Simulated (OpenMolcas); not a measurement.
Multiconfigurational calculation, with input and output: Pd²⁺ complex

System: Pd²⁺ with 6 ligands (OH and H2O; tetragonal octahedron, 2.08 Å), neutralised by 6 outer point charges of +0.33 e, whose field is part of the energies.
Method: state-averaged SS-CASPT2, IPEA shift 0.25, imaginary shift 0.1 hartree, closed shells 4s 4p of the metal and the valence shells of the ligands correlated, active space 8 electrons in the shell 4d, basis ANO-RCC-VTZP on the metal and ANO-RCC-VDZP on the ligands, DKH2 scalar Hamiltonian, spin-orbit coupling by RASSI with atomic mean-field integrals (OpenMolcas).

**Input file**
```
&GATEWAY
Coord
15

Pd 0.0 0.0 0.0
O 2.080000 0.000000 0.000000
H 2.489940 0.879119 0.000000
O 0.000000 2.080000 0.000000
H 0.000000 2.489940 0.879119
O -2.080000 0.000000 0.000000
H -2.489940 -0.879119 0.000000
O 0.000000 -2.080000 0.000000
H 0.000000 -2.489940 -0.879119
O 0.000000 0.000000 2.109120
H 0.779741 0.000000 2.686098
H -0.779741 0.000000 2.686098
O 0.000000 0.000000 -2.109120
H 0.779741 0.000000 -2.686098
H -0.779741 0.000000 -2.686098
Basis=Pd.ANO-RCC-VTZP,H.ANO-RCC-VDZP,O.ANO-RCC-VDZP
Group=XYZ
NoMove
AngMom=0.0 0.0 0.0
AMFI
RICD
XField
3 Angstrom 0
5.080000 0.000000 0.000000 0.333333
0.000000 5.080000 0.000000 0.333333
0.000000 0.000000 5.509120 0.333333
&SEWARD
&RASSCF
FileOrb=start.orb
Symmetry=1
Spin=3
nActEl=8 0 0
Inactive=24 24
Ras2=5 0
CIRoot=10 10 1
SDav=10
CIMx=300
Iter=150 100
PrWF=0.3
OrbListing=Nothing
MaxOrb=0
LevShft=1.0
>>> COPY $Project.JobIph JOB001
&RASSCF
FileOrb=start.orb
Symmetry=1
Spin=1
nActEl=8 0 0
Inactive=24 24
Ras2=5 0
CIRoot=15 15 1
SDav=15
CIMx=300
Iter=150 100
PrWF=0.3
OrbListing=Nothing
MaxOrb=0
LevShft=1.0
>>> COPY $Project.JobIph JOB002
&RASSI
NrOfJobIphs=2 10 15
1 2 3 4 5 6 7 8 9 10
1 2 3 4 5 6 7 8 9 10 11 12 13 14 15
IphNames
JOB001
JOB002
EJob
SpinOrbit
DIPRint=1.0
SOCoupling=1000.0
Subsets=2
Property=9
'ANGMOM' 1 'ANGMOM' 2 'ANGMOM' 3 'MLTPL  1' 1 'MLTPL  1' 2 'MLTPL  1' 3
'AMFI' 1 'AMFI' 2 'AMFI' 3
SOProperty=3
'ANGMOM' 1 'ANGMOM' 2 'ANGMOM' 3
>>> COPY JOB001 $Project.JobIph
&CASPT2
Multistate=10 1 2 3 4 5 6 7 8 9 10
NoMult
Frozen=11 9
IPEA=0.25
Imaginary=0.1
MaxIter=60
WThr=0.0 0.3 0.05
PrWF=0.5
NoMix
>>> COPY JOB002 $Project.JobIph
&CASPT2
Multistate=15 1 2 3 4 5 6 7 8 9 10 11 12 13 14 15
NoMult
Frozen=11 9
IPEA=0.25
Imaginary=0.1
MaxIter=60
WThr=0.0 0.3 0.05
PrWF=0.5
NoMix
```

The file start.orb holds starting orbitals from an earlier step. A driver script formed the levels outside the program, from RASSI's spin-orbit matrix and the CASPT2 energies (for multi-state variants, the effective Hamiltonian), averaged over the components of each term or state. The log and the time are those of the CASPT2 step.

Run as:
```bash
OMP_NUM_THREADS=1 MOLCAS_MEM=2457 MOLCAS_PROJECT=a pymolcas a.inp > a.log  # once for each step of the input, in one work folder
```

**Output (extracts)**
```
--- CASPT2 ---
Orbital specifications:
      -----------------------

      Symmetry species                           1   2
                                                ag  au
      Frozen orbitals                           11   9
      Inactive orbitals                         13  15
      Active orbitals                            5   0
      Secondary orbitals                        69  70
      Deleted orbitals                           0   0
      Number of basis functions                 98  94
Type of calculation                        SS-CASPT2
      Fock operator                              state-specific
      IPEA shift                                 0.25
      Real shift                                 0.00
      Imaginary shift                            0.10
      The input orbitals will be transformed to quasi-canonical
Reference energy:       -5496.4348771915
      E2 (Non-variational):      -1.9665080122
      Shift correction:          -0.0017630881
      E2 (Variational):          -1.9682711003
      Total energy:           -5498.4031482917
      Residual norm:              0.0000002597
      Reference weight:           0.65795
      Contributions to the CASPT2 correlation energy
      Active & Virtual Only:         -0.2067787546
      One Inactive Excited:          -0.3429059638
      Two Inactive Excited:          -1.4168232939
Reference energy:       -5496.3758477639
      E2 (Non-variational):      -1.9620837442
      Shift correction:          -0.0017727035
      E2 (Variational):          -1.9638564477
      Total energy:           -5498.3397042116
      Residual norm:              0.0000003144
      Reference weight:           0.65818
      Contributions to the CASPT2 correlation energy
      Active & Virtual Only:         -0.2051699726
      One Inactive Excited:          -0.3444658400
      Two Inactive Excited:          -1.4124479316
::    CASPT2 Root  1     Total energy:  -5498.40314829
::    CASPT2 Root  2     Total energy:  -5498.33970421
::    CASPT2 Root  3     Total energy:  -5498.33543623
::    CASPT2 Root  4     Total energy:  -5498.33341434
::    CASPT2 Root  5     Total energy:  -5498.30773829
::    CASPT2 Root  6     Total energy:  -5498.27047939
::    CASPT2 Root  7     Total energy:  -5498.26568490
::    CASPT2 Root  8     Total energy:  -5498.23660025
::    CASPT2 Root  9     Total energy:  -5498.23095972
::    CASPT2 Root 10     Total energy:  -5498.21977704
--- CASPT2 ---
Orbital specifications:
      -----------------------

      Symmetry species                           1   2
                                                ag  au
      Frozen orbitals                           11   9
      Inactive orbitals                         13  15
      Active orbitals                            5   0
      Secondary orbitals                        69  70
      Deleted orbitals                           0   0
      Number of basis functions                 98  94
Type of calculation                        SS-CASPT2
      Fock operator                              state-specific
      IPEA shift                                 0.25
      Real shift                                 0.00
      Imaginary shift                            0.10
      The input orbitals will be transformed to quasi-canonical
Reference energy:       -5496.4035206195
      E2 (Non-variational):      -1.9917419776
      Shift correction:          -0.0018370865
      E2 (Variational):          -1.9935790642
      Total energy:           -5498.3970996837
      Residual norm:              0.0000003290
      Reference weight:           0.65359
      Contributions to the CASPT2 correlation energy
      Active & Virtual Only:         -0.2122519256
      One Inactive Excited:          -0.3521373339
      Two Inactive Excited:          -1.4273527181
Reference energy:       -5496.3780543064
      E2 (Non-variational):      -1.9894257604
      Shift correction:          -0.0019223223
      E2 (Variational):          -1.9913480826
      Total energy:           -5498.3694023891
      Residual norm:              0.0000002694
      Reference weight:           0.65221
      Contributions to the CASPT2 correlation energy
      Active & Virtual Only:         -0.2093932098
      One Inactive Excited:          -0.3588777779
      Two Inactive Excited:          -1.4211547727
::    CASPT2 Root  1     Total energy:  -5498.39709968
::    CASPT2 Root  2     Total energy:  -5498.36940239
::    CASPT2 Root  3     Total energy:  -5498.31322384
::    CASPT2 Root  4     Total energy:  -5498.30636659
::    CASPT2 Root  5     Total energy:  -5498.29936048
::    CASPT2 Root  6     Total energy:  -5498.28105483
::    CASPT2 Root  7     Total energy:  -5498.26922473
::    CASPT2 Root  8     Total energy:  -5498.23863827
::    CASPT2 Root  9     Total energy:  -5498.23190484
::    CASPT2 Root 10     Total energy:  -5498.20717945
::    CASPT2 Root 11     Total energy:  -5498.20155300
::    CASPT2 Root 12     Total energy:  -5498.19455166
::    CASPT2 Root 13     Total energy:  -5498.17928961
::    CASPT2 Root 14     Total energy:  -5498.17805369
::    CASPT2 Root 15     Total energy:  -5498.11933661
```

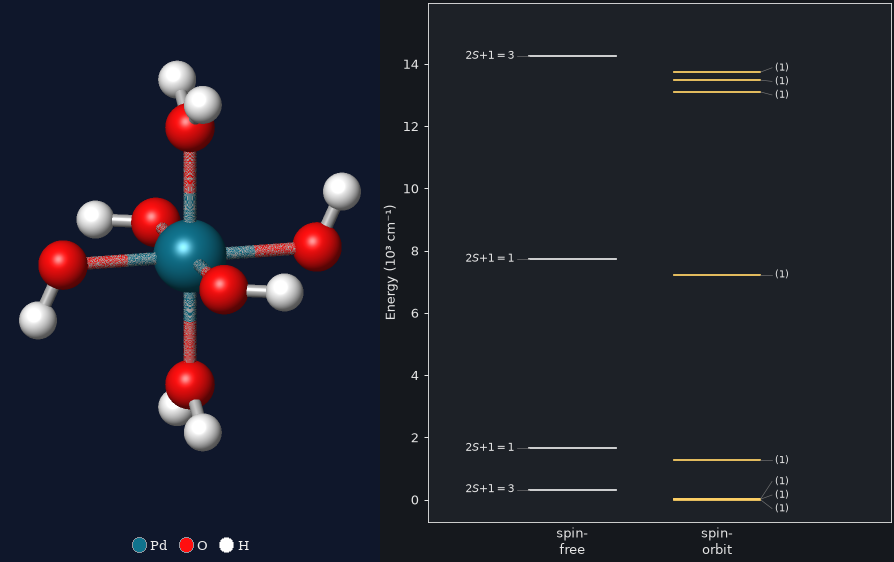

Fig. 1: Pd²⁺ (4d⁸) with 6 ligands, OH⁻ with axial H₂O, at 2.08 Å (arrangement: tetragonal octahedron, Ci), axial distortion 1.014, neutralised by outer point charges of +0.33 e, and its levels. Labels give the representation in O, Td, D4 or D3 as the site allows (double group for half-integer spin) where it could be assigned and, in brackets, the degeneracy; spin-free states, where drawn, share the zero of the spin-orbit levels. The ground level is non-degenerate, 100 % from states of spin multiplicity 3. The next level lies at 15 cm⁻¹.

**Key numbers**

- outcome: converged
- energy of the lowest spin-free term: −5498.40315 hartree
- energy of the lowest spin-orbit level: −5498.40464 hartree
- CASPT2 correlation energy: −1.9683 hartree
- largest spread among components of a term: 0.0 cm⁻¹
- lowest reference weight: 0.648
- hardware: 1 thread of Arm Neoverse V2, 24 GiB of memory available, shared host
- wall time: 3.4 min
- peak memory: 0.4 GiB

**Notes**

Limits: distances are set from ionic radii, not optimised.
